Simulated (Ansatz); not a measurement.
# GaH2O2 radical: an energy map over bond length O1–Ga2 and angle O3–Ga2–O1

How does the energy of GaH₂O₂, SMILES [OH][Ga][OH], spin multiplicity 2 change over two coordinates at once? A grid of runs gives the map.

The runs use Ansatz 0.2.0; UKS PBE0-D4/def2-TZVP.

## (1) Starting geometry

SMILES `[OH][Ga][OH]`, 5 atoms, charge 0, spin multiplicity 2.

Atoms are counted from 1 here; the program's logs count them from 0.

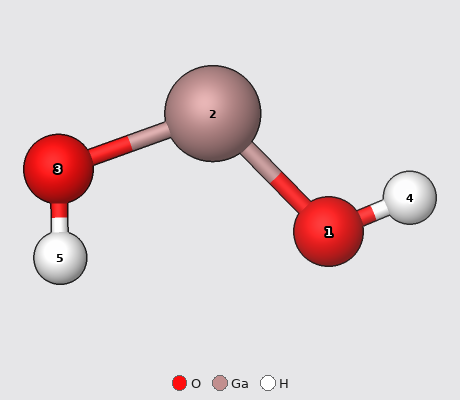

Start geometry, drawn with oxygen red, gallium pink, hydrogen white; atoms are numbered from 1 in the order of the file.

Coordinates:

```xyz
5
GaH2O2
O    -0.3632    0.0408   -1.2932
Ga   -0.3128   -0.7576    0.3533
O     0.6249    0.1518    1.6217
H    -0.8788   -0.4786   -1.9397
H     0.9800    0.9699    1.2166
```

This geometry comes from a loose relaxation at PBE in a small basis, which is not shown.

## (2) The minimum at this level

File input.yaml:

```yaml
crystal:
  periodic: [false, false, false]
  atoms:
    - { symbol: O, position_ang: [-0.363243, 0.0408, -1.293248] }
    - { symbol: Ga, position_ang: [-0.312848, -0.757632, 0.353253] }
    - { symbol: O, position_ang: [0.624866, 0.151789, 1.621709] }
    - { symbol: H, position_ang: [-0.878796, -0.478605, -1.939719] }
    - { symbol: H, position_ang: [0.980021, 0.969947, 1.216604] }
magnetization:
  spin_polarized: true
  initial_magnetization: 1
basis:
  gaussian: { orbitals: def2-TZVP }
hamiltonian:
  xc: pbe0
  dispersion: d4
output:
  forces: true
relax:
  f_tol: 0.003
  max_steps: 120
```

The run is started by

```bash
$ ansatz run input.yaml --threads 1 --pin off --max-ram 2560MiB --backend cpu --events-out ev --progress --plain --runs-dir out
```

Standard output, cut to the lines that bear on the results:

```text
Warning: RAYON_NUM_THREADS=1 ignored (pool sized by the plan → 1); use --threads N
[...]
Functional definition: PBE0
[...]
803 factors; their error is unknown
[...]
mean field -56495.80806969 eV, -2076.1826523269 hartree, gradient 2.2e-5 eV, S^2 0.753344; 0 other end points of the search recorded, 0 dependent functions left out
[...]
reference -56495.80809493 eV, -2076.1826532547 hartree; 25, 24 occupied and 97, 98 virtual orbitals, 803 factors
relax step   1: F+E_penalty+E_count = -56495.86242169 eV  Δ(F+E_penalty+E_count) = +0.000e0 eV  max|allowed force component| = 7.211e-1 eV/Å  Δτ_max = 0.0000 Å  (31 SCF iters, accepted)
[...]
relax step   6: F+E_penalty+E_count = -56495.89013471 eV  Δ(F+E_penalty+E_count) = -7.286e-5 eV  max|allowed force component| = 3.020e-3 eV/Å  Δτ_max = 0.0033 Å  (34 SCF iters, accepted)
[...]
relax step   7: F+E_penalty+E_count = -56495.89013696 eV  Δ(F+E_penalty+E_count) = -2.250e-6 eV  max|allowed force component| = 1.539e-3 eV/Å  Δτ_max = 0.0012 Å  (26 SCF iters, accepted)
803 factors; their error is unknown
[...]
mean field -56495.83551109 eV, -2076.1836607800 hartree, gradient 6.2e-6 eV, S^2 0.753029; 1 other end points of the search recorded, 0 dependent functions left out
[...]
reference -56495.83553630 eV, -2076.1836617061 hartree; 25, 24 occupied and 97, 98 virtual orbitals, 803 factors
Total energy: -56495.89016216 eV, -2076.1856691697 hartree
Atom 0 at    -0.370594     0.021739    -1.275059 Å, force     0.000136     0.000585    -0.000658 eV/Å
Atom 1 at    -0.311416    -0.753521     0.353084 Å, force     0.000538     0.000046     0.001539 eV/Å
Atom 2 at     0.617905     0.154963     1.591079 Å, force    -0.000393    -0.000165    -0.000833 eV/Å
Atom 3 at    -0.867960    -0.465233    -1.936293 Å, force    -0.000214    -0.000195    -0.000281 eV/Å
Atom 4 at     0.982064     0.968352     1.225788 Å, force    -0.000068    -0.000270     0.000233 eV/Å
Dipole moment:    -0.197754    -0.192613    -0.264714 e Å
```

Wall time 42 s (1 thread of Arm Neoverse V1, shared host); peak memory 0.27 GiB.

Step by step:

```tsv
step	energy from step 1 (eV)	largest force component (eV/Å)
1	0.0000	0.7211
2	-0.0210	0.3331
3	-0.0267	0.0491
4	-0.0272	0.0776
5	-0.0276	0.0253
6	-0.0277	0.0030
7	-0.0277	0.0015
```

Close pairs (by a distance rule), those that changed most:

```tsv
bond	before (Å)	after (Å)	change (Å)
O1–Ga2	1.831	1.804	-0.026
Ga2–O3	1.821	1.795	-0.026
O3–H5	0.980	0.963	-0.016
O1–H4	0.976	0.960	-0.016
```

## (3) The grid

- bond length O1–Ga2: 11 values from 1.479 to 2.706 Å
- angle O3–Ga2–O1: 11 values from 90 to 140 °

Nothing else is relaxed (all other coordinates rigid). Energies count from the relaxed molecule at the same level.

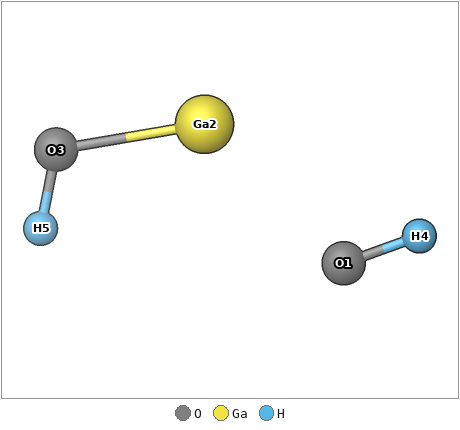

The geometry at bond length O1–Ga2 = 2.338 Å, angle O3–Ga2–O1 = 125°.

Of the runs on the grid, 3 are shown in the steps below; the others differ only in the two coordinates.

## (4) Point bond length O1–Ga2 = 1.848 Å, angle O3–Ga2–O1 = 115°

File input.yaml:

```yaml
crystal:
  periodic: [false, false, false]
  atoms:
    - { symbol: O, position_ang: [-0.370594, 0.021739, -1.275059] }
    - { symbol: Ga, position_ang: [-0.309981, -0.772313, 0.392548] }
    - { symbol: O, position_ang: [0.61905, 0.135168, 1.631496] }
    - { symbol: H, position_ang: [-0.86796, -0.465233, -1.936293] }
    - { symbol: H, position_ang: [0.983518, 0.94872, 1.266878] }
magnetization:
  spin_polarized: true
  initial_magnetization: 1
basis:
  gaussian: { orbitals: def2-TZVP }
hamiltonian:
  xc: pbe0
  dispersion: d4
output:
  forces: true
```

The run is started by

```bash
$ ansatz run input.yaml --threads 1 --pin off --max-ram 2560MiB --backend cpu --events-out ev --progress --plain --runs-dir out
```

Standard output, cut to the lines that bear on the results:

```text
Warning: RAYON_NUM_THREADS=1 ignored (pool sized by the plan → 1); use --threads N
[...]
[... 1 set-up line as earlier in the session ...]
[...]
803 factors; their error is unknown
[...]
mean field -56495.81689944 eV, -2076.1829768144 hartree, gradient 2.1e-5 eV, S^2 0.753375; 0 other end points of the search recorded, 0 dependent functions left out
[...]
reference -56495.81692464 eV, -2076.1829777405 hartree; 25, 24 occupied and 97, 98 virtual orbitals, 803 factors
Total energy: -56495.87131980 eV, -2076.1849767258 hartree
Atom 0 at    -0.370594     0.021739    -1.275059 Å, force     0.071199    -0.271423     0.729047 eV/Å
Atom 1 at    -0.309981    -0.772313     0.392548 Å, force    -0.041247     0.324022    -0.732579 eV/Å
Atom 2 at     0.619050     0.135168     1.631496 Å, force    -0.014945    -0.008537    -0.031105 eV/Å
Atom 3 at    -0.867960    -0.465233    -1.936293 Å, force    -0.018523    -0.049588     0.033892 eV/Å
Atom 4 at     0.983518     0.948720     1.266878 Å, force     0.003516     0.005526     0.000745 eV/Å
Dipole moment:    -0.193014    -0.204217    -0.228202 e Å
```

Run time: 5.1 s. Hardware: 1 thread of Arm Neoverse V1, shared host; peak memory 0.27 GiB.

Energy on the map's scale: 1.8 kJ/mol.

## (5) The run at bond length O1–Ga2 = 2.338 Å, angle O3–Ga2–O1 = 125°

File input.yaml:

```yaml
crystal:
  periodic: [false, false, false]
  atoms:
    - { symbol: O, position_ang: [-0.370594, 0.021739, -1.275059] }
    - { symbol: Ga, position_ang: [-0.29391, -0.982857, 0.834716] }
    - { symbol: O, position_ang: [0.55706, -0.310412, 2.264849] }
    - { symbol: H, position_ang: [-0.86796, -0.465233, -1.936293] }
    - { symbol: H, position_ang: [0.984291, 0.526686, 2.054155] }
magnetization:
  spin_polarized: true
  initial_magnetization: 1
basis:
  gaussian: { orbitals: def2-TZVP }
hamiltonian:
  xc: pbe0
  dispersion: d4
output:
  forces: true
```

The run is started by

```bash
$ ansatz run input.yaml --threads 1 --pin off --max-ram 2560MiB --backend cpu --events-out ev --progress --plain --runs-dir out
```

Standard output, cut to the lines that bear on the results:

```text
Warning: RAYON_NUM_THREADS=1 ignored (pool sized by the plan → 1); use --threads N
[...]
[... 1 set-up line as earlier in the session ...]
[...]
803 factors; their error is unknown
[...]
mean field -56494.59675296 eV, -2076.1381372582 hartree, gradient 9.8e-6 eV, S^2 0.769387; 2 other end points of the search recorded, 0 dependent functions left out
[...]
reference -56494.59677833 eV, -2076.1381381906 hartree; 25, 24 occupied and 97, 98 virtual orbitals, 803 factors
Total energy: -56494.65398362 eV, -2076.1402404462 hartree
Atom 0 at    -0.370594     0.021739    -1.275059 Å, force     0.452727    -0.399690     2.169487 eV/Å
Atom 1 at    -0.293910    -0.982857     0.834716 Å, force    -0.346237     0.587687    -2.183662 eV/Å
Atom 2 at     0.557060    -0.310412     2.264849 Å, force     0.017653     0.156564    -0.235469 eV/Å
Atom 3 at    -0.867960    -0.465233    -1.936293 Å, force    -0.207571    -0.411234     0.110861 eV/Å
Atom 4 at     0.984291     0.526686     2.054155 Å, force     0.083427     0.066674     0.138782 eV/Å
Dipole moment:    -0.108253    -0.198991     0.029088 e Å
```

Wall time 6.5 s (1 thread of Arm Neoverse V1, shared host); peak memory 0.26 GiB.

Energy on the map's scale: 119 kJ/mol.

## (6) The run at bond length O1–Ga2 = 2.706 Å, angle O3–Ga2–O1 = 95°

File input.yaml:

```yaml
crystal:
  periodic: [false, false, false]
  atoms:
    - { symbol: O, position_ang: [-0.370594, 0.021739, -1.275059] }
    - { symbol: Ga, position_ang: [-0.28184, -1.140979, 1.166794] }
    - { symbol: O, position_ang: [0.717116, 0.147549, 1.917391] }
    - { symbol: H, position_ang: [-0.86796, -0.465233, -1.936293] }
    - { symbol: H, position_ang: [0.925075, 0.841321, 1.282501] }
magnetization:
  spin_polarized: true
  initial_magnetization: 1
basis:
  gaussian: { orbitals: def2-TZVP }
hamiltonian:
  xc: pbe0
  dispersion: d4
output:
  forces: true
```

The run is started by

```bash
$ ansatz run input.yaml --threads 1 --pin off --max-ram 2560MiB --backend cpu --events-out ev --progress --plain --runs-dir out
```

Standard output, cut to the lines that bear on the results:

```text
Warning: RAYON_NUM_THREADS=1 ignored (pool sized by the plan → 1); use --threads N
[...]
[... 1 set-up line as earlier in the session ...]
[...]
803 factors; their error is unknown
[...]
mean field -56493.92256654 eV, -2076.1133613641 hartree, gradient 2.5e-6 eV, S^2 0.777771; 2 other end points of the search recorded, 0 dependent functions left out
[...]
reference -56493.92259116 eV, -2076.1133622691 hartree; 25, 24 occupied and 97, 98 virtual orbitals, 803 factors
Total energy: -56493.98171740 eV, -2076.1155351182 hartree
Atom 0 at    -0.370594     0.021739    -1.275059 Å, force     0.255851    -0.235163     1.243336 eV/Å
Atom 1 at    -0.281840    -1.140979     1.166794 Å, force    -0.053013     0.526430    -1.146021 eV/Å
Atom 2 at     0.717116     0.147549     1.917391 Å, force     0.006106    -0.034342     0.083174 eV/Å
Atom 3 at    -0.867960    -0.465233    -1.936293 Å, force    -0.246804    -0.299572    -0.220390 eV/Å
Atom 4 at     0.925075     0.841321     1.282501 Å, force     0.037859     0.042648     0.039901 eV/Å
Dipole moment:    -0.234347    -0.318558    -0.145771 e Å
```

Run time: 18 s. Hardware: 1 thread of Arm Neoverse V1, shared host; peak memory 0.4 GiB.

That is 184 kJ/mol from the zero.

## (7) All points together

121 points were computed. Energies in kJ/mol, from the relaxed molecule at the same level:

```tsv
angle O3–Ga2–O1 (°) ↓, bond length O1–Ga2 (Å) →	1.479	1.602	1.725	1.848	1.970	2.093	2.216	2.338	2.461	2.584	2.706
140	223	82	30	25	43	72	102	130	154	173	187
135	216	74	22	17	36	65	97	126	151	170	185
130	211	68	15	11	30	60	92	122	148	168	184
125	207	64	11	6	26	56	89	119	145	166	182
120	206	62	8	3	22	53	86	117	144	165	181
115	207	62	8	2	21	52	85	116	143	164	181
110	211	65	9	3	21	52	85	116	143	164	181
105	218	70	13	6	24	53	86	117	143	165	181
100	229	79	20	12	28	57	89	119	145	166	182
95	245	92	31	20	36	63	94	123	148	169	184
90	267	111	47	34	46	72	101	129	153	172	187
```

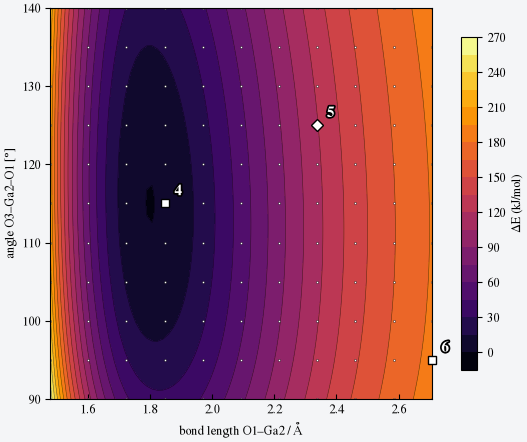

The map; numbers mark the steps of this session that print a point's run. The picture shows filled contours, dots at the grid points.

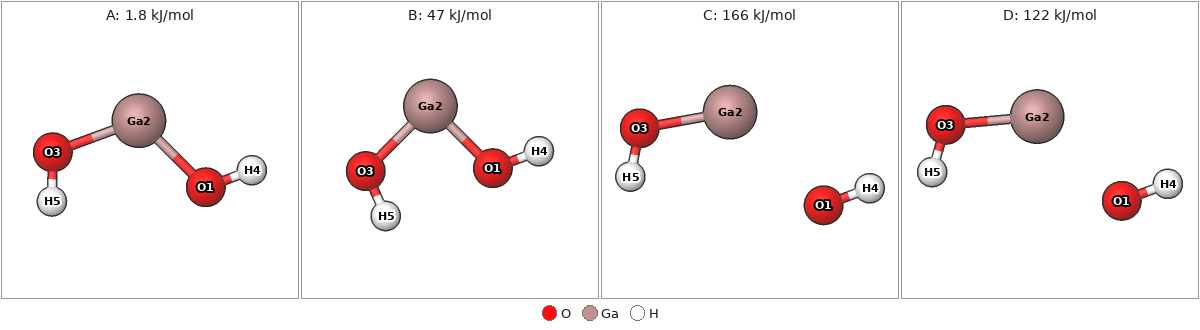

Structures on the grid, at one scale: A at bond length O1–Ga2 = 1.848 Å, angle O3–Ga2–O1 = 115°; B at bond length O1–Ga2 = 1.725 Å, angle O3–Ga2–O1 = 90°; C at bond length O1–Ga2 = 2.584 Å, angle O3–Ga2–O1 = 125°; D at bond length O1–Ga2 = 2.338 Å, angle O3–Ga2–O1 = 130°.

The ⟨S²⟩ (ħ²) at each point:

| angle O3–Ga2–O1 (°) ↓, bond length O1–Ga2 (Å) → | 1.479 | 1.602 | 1.725 | 1.848 | 1.970 | 2.093 | 2.216 | 2.338 | 2.461 | 2.584 | 2.706 |
| --- | --- | --- | --- | --- | --- | --- | --- | --- | --- | --- | --- |
| 140 | 0.752 | 0.752 | 0.753 | 0.754 | 0.756 | 0.759 | 0.763 | 0.768 | 0.771 | 0.771 | 0.769 |
| 135 | 0.752 | 0.752 | 0.753 | 0.754 | 0.756 | 0.759 | 0.763 | 0.769 | 0.772 | 0.773 | 0.770 |
| 130 | 0.752 | 0.752 | 0.753 | 0.754 | 0.755 | 0.758 | 0.763 | 0.769 | 0.773 | 0.774 | 0.772 |
| 125 | 0.752 | 0.752 | 0.753 | 0.753 | 0.755 | 0.758 | 0.763 | 0.769 | 0.774 | 0.775 | 0.773 |
| 120 | 0.752 | 0.752 | 0.753 | 0.753 | 0.755 | 0.758 | 0.763 | 0.770 | 0.775 | 0.776 | 0.775 |
| 115 | 0.752 | 0.752 | 0.753 | 0.753 | 0.755 | 0.758 | 0.763 | 0.770 | 0.775 | 0.777 | 0.776 |
| 110 | 0.752 | 0.752 | 0.753 | 0.753 | 0.755 | 0.758 | 0.763 | 0.770 | 0.776 | 0.778 | 0.776 |
| 105 | 0.752 | 0.752 | 0.753 | 0.753 | 0.755 | 0.758 | 0.763 | 0.770 | 0.776 | 0.779 | 0.777 |
| 100 | 0.752 | 0.752 | 0.753 | 0.753 | 0.755 | 0.758 | 0.763 | 0.771 | 0.777 | 0.779 | 0.777 |
| 95 | 0.752 | 0.752 | 0.753 | 0.753 | 0.755 | 0.758 | 0.764 | 0.771 | 0.778 | 0.780 | 0.778 |
| 90 | 0.752 | 0.752 | 0.753 | 0.753 | 0.755 | 0.758 | 0.764 | 0.772 | 0.778 | 0.780 | 0.778 |

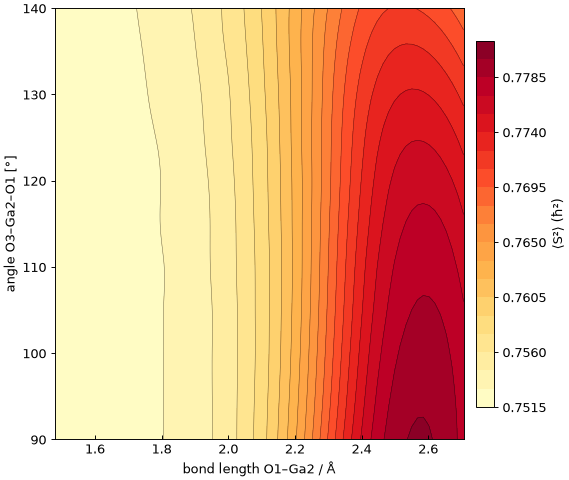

The ⟨S²⟩ over the grid. In the figure: filled contours. Between grid points the surface is interpolated.

## (8) What came out

| quantity | value |
| --- | --- |
| lowest point | bond length O1–Ga2 = 1.848 Å, angle O3–Ga2–O1 = 115°, 1.8 kJ/mol |
| highest computed point | bond length O1–Ga2 = 1.479 Å, angle O3–Ga2–O1 = 90°, 266 kJ/mol above the lowest |
| ⟨S²⟩ (ħ²) | 0.752 at bond length O1–Ga2 = 1.479 Å, angle O3–Ga2–O1 = 110° to 0.780 at bond length O1–Ga2 = 2.584 Å, angle O3–Ga2–O1 = 90°; 0.753 at the lowest point |
| time for the whole task | 15 min on 1 thread, shared host |

**Reading.** The lowest computed point is at bond length O1–Ga2 = 1.848 Å, angle O3–Ga2–O1 = 115°, 1.8 kJ/mol from the relaxed molecule at the same level. The grid is coarse, so the lowest point of the scanned range may lie between grid points; coordinates that were held can hide deeper minima. The grid shows no other well, apart from its symmetry copies. The highest computed point, bond length O1–Ga2 = 1.479 Å, angle O3–Ga2–O1 = 90°, lies 266 kJ/mol above the lowest. Round the minimum the two coordinates are nearly uncoupled.
